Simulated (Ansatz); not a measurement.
# HCl + GeH₃ radical: a complex and its separated parts

Aim: how far the complex at one end of a reaction step lies below its separated, relaxed parts, level by level.

Method: PBE0-D4/def2-TZVP structures, single points in def2-TZVPP, no counterpoise correction; program: Ansatz 0.2.0, Gaussian basis.

Levels: SPW92, PBE-D4, BLYP-D4, r2SCAN-D4, B97M-V, PBE0-D4, B3LYP-D4, r2SCAN0-D4, BHLYP-D4, CAM-B3LYP-D4, wB97X-V, wB97M-V, B2PLYP, PBE-QIDH, RPA on PBE, Hartree-Fock, MP2, CCSD, CCSD(T).

Cores are frozen in the correlated methods. Filled d shells of the heavier atoms are correlated. Orbitals are unrestricted. B3LYP uses VWN-RPA correlation. B2PLYP carries no dispersion term here.

115 further runs of the same task are left out: 2 that didn't finish, 113 set aside as unsound or not needed.

**1. The starting structure**

The complex: 6 atoms, charge 0, spin multiplicity 2.

Atoms are counted from 1 here; the program's logs count them from 0.

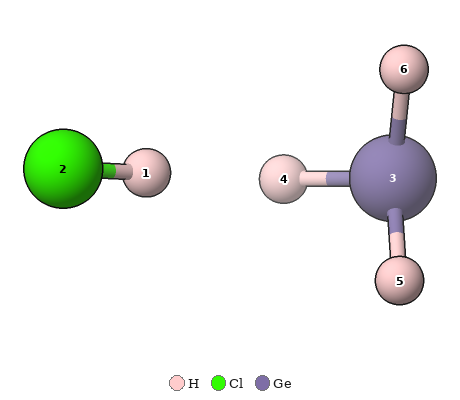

As it starts; hydrogen pink, chlorine green, germanium purple; atoms are numbered from 1 in the order of the file.

As a file:

```xyz
6
ClGeH4
H    -1.4160    0.0627    0.8075
Cl   -2.6099   -0.4081    0.7469
Ge    1.3354    0.2205   -0.3712
H     0.4991    0.7555    0.8138
H     0.7276    0.6789   -1.7069
H     1.4639   -1.3096   -0.2903
```

Its parts: HCl holds atoms 1, 2; GeH₃ radical holds atoms 3, 4, 5, 6. Each part counts its atoms afresh in its own runs.

**2. Relaxing HCl alone**

File relax-a/in.yaml:

```yaml
crystal:
  periodic: [false, false, false]
  atoms:
    - {symbol: H, position_ang: [-1.416023, 0.062727, 0.807452]}
    - {symbol: Cl, position_ang: [-2.609907, -0.408113, 0.746910]}
basis:
  gaussian: {orbitals: def2-TZVP}
hamiltonian: {xc: pbe0, dispersion: d4}
relax: {f_tol: 0.005, max_steps: 200}
```

Launch:

```bash
> ansatz run in.yaml --threads 4 --pin off --events-out ev --progress --plain --max-ram 9574MiB
```

The runs that follow: Relaxing GeH₃ radical alone; SPW92/def2-TZVPP; PBE-D4/def2-TZVPP; BLYP-D4/def2-TZVPP; r2SCAN-D4/def2-TZVPP; B97M-V/def2-TZVPP; PBE0-D4/def2-TZVPP; B3LYP-D4/def2-TZVPP; r2SCAN0-D4/def2-TZVPP; BHLYP-D4/def2-TZVPP; CAM-B3LYP-D4/def2-TZVPP; wB97X-V/def2-TZVPP; wB97M-V/def2-TZVPP; B2PLYP/def2-TZVPP; PBE-QIDH/def2-TZVPP; RPA on PBE/def2-TZVPP; CCSD(T)/def2-TZVPP; Vibrations of HCl; Vibrations of GeH₃ radical.

Q: Predict the outcome of this session. Wanted: complex less parts, CCSD(T)/def2-TZVPP; with zero-point energy; largest T1 diagnostic.

**Answer**, as computed:

```
                              quantity        value
complex less parts, CCSD(T)/def2-TZVPP  -3.7 kJ/mol
                with zero-point energy  -0.5 kJ/mol
                 largest T1 diagnostic        0.012
```

What this shows: At CCSD(T) the complex lies 3.7 kJ/mol below its parts. Among the functionals wB97X-V lands nearest to CCSD(T) (-0.4 kJ/mol) and SPW92 farthest (-9.7 kJ/mol). Mean unsigned error by rung: LDA 9.7, GGA 4.6, meta-GGA 1.9, hybrid 2.1, range-separated hybrid 1.1, double hybrid 0.8 kJ/mol. PBE-D4 gives a relative energy 5.1 kJ/mol too low, an error of 138 % of the reference. No counterpoise was applied, and triple zeta lacks some correlation, so the CCSD(T) reference has a basis error of its own, and close matches with it are partly luck.
